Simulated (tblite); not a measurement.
# Frequency calculation of C₅H₁₁NOSi (charge −1)

The run: frequency calculation of C₅H₁₁NOSi, charge −1, multiplicity 2. Method and program: GFN2-xTB harmonic vibrations, gas phase (tblite 0.8.0).

It belongs to a series of runs on one base structure; here: electron added.

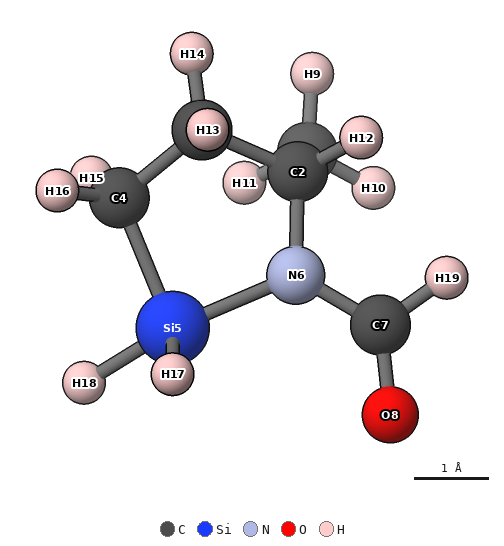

*The structure as given in the input (ball-and-stick view, seen at a tilt; atoms are numbered from 1 in the order of the input).*

Bond lengths as drawn: C–C 1.52 to 1.53 Å, C–H 1.09 to 1.12 Å, C–N 1.34 to 1.44 Å, C–O 1.24 Å, C–Si 1.92 Å, H–Si 1.48 to 1.54 Å and N–Si 1.83 Å.

### Results in brief

- outcome: converged
- total energy: −685.8646 eV
- zero-point energy: 92.7390 kcal/mol
- hardware: 1 CPU thread, shared host
- wall time: 0.78 s
- peak memory: 0.18 GiB

### Input
```
{"job": {"kind": "ir", "xc": "GFN2-xTB", "basis": "xTB"}, "charge": -1, "multiplicity": 2}
C     -1.619073    -0.896948    -0.266941
C     -0.630287    -0.197290     0.672371
C      0.625054    -1.040105     0.899631
C      1.492571    -0.929291    -0.338269
Si     1.256500     0.855529    -0.999697
N     -0.166190     1.058696     0.132209
C     -0.977848     2.120544     0.199253
O     -0.768967     3.236633    -0.298364
H     -1.991449    -1.820033     0.180782
H     -2.463414    -0.239901    -0.470913
H     -1.126667    -1.124608    -1.208534
H     -1.143884    -0.013544     1.632166
H      1.165170    -0.615066     1.751205
H      0.354765    -2.073961     1.156436
H      1.202678    -1.678398    -1.077460
H      2.536518    -1.136476    -0.091217
H      2.118931     1.854296    -0.332760
H      2.055442     0.719357    -2.308561
H     -1.929655     1.929818     0.761200
```

The first line tells a small driver script what to run in tblite; the rest is the geometry in Å.

Launched with:
```bash
OMP_NUM_THREADS=1 python <driver script> task.json out
```

### What the program printed
```
mode    cm-1     km/mol
  1      77.9      0.34
  2     149.8      9.20
  3     163.3      0.81
  4     183.7      0.68
  5     212.3      0.74
  6     253.4     38.19
  7     315.6     33.07
  8     353.9      5.79
  9     396.3     91.78
 10     437.3      9.35
 11     485.8     21.94
 12     561.1     50.70
 13     578.3     17.53
 14     627.4    134.99
 15     662.8     32.29
 16     708.7    119.53
 17     775.0     33.69
 18     786.3     34.99
 19     879.8      8.80
 20     926.5     20.04
 21     966.8    229.04
 22     978.7    101.39
 23    1027.3      0.95
 24    1054.2     14.00
 25    1097.1     14.71
 26    1149.6     16.29
 27    1176.1      6.75
 28    1202.0     16.39
 29    1219.3     79.45
 30    1284.1      1.06
 31    1305.2     22.11
 32    1329.8     19.86
 33    1340.1      4.92
 34    1386.9      5.27
 35    1408.9      3.25
 36    1488.0      2.00
 37    1497.3      1.56
 38    1505.6      0.61
 39    1538.9    345.50
 40    1541.5    506.29
 41    1668.5    772.98
 42    2091.6    301.28
 43    2545.6    362.54
 44    2813.3    116.28
 45    2864.7    152.62
 46    2921.0     88.11
 47    2946.5    147.61
 48    2963.7     92.37
 49    2972.4    113.02
 50    3010.9     40.60
 51    3041.1     30.42
```

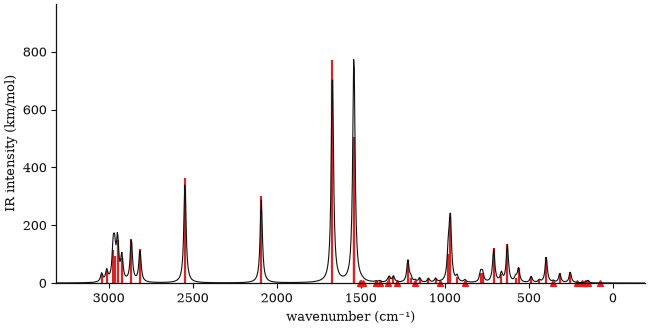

*Harmonic infrared spectrum, unscaled: sticks (degenerate modes added up, dark ones marked on the axis) with a Lorentzian envelope of 16 cm⁻¹ full width, scaled to the tallest stick.*

51 modes from 78 to 3041 cm⁻¹, none imaginary. The strongest line is at 1668 cm⁻¹ (773 km/mol).
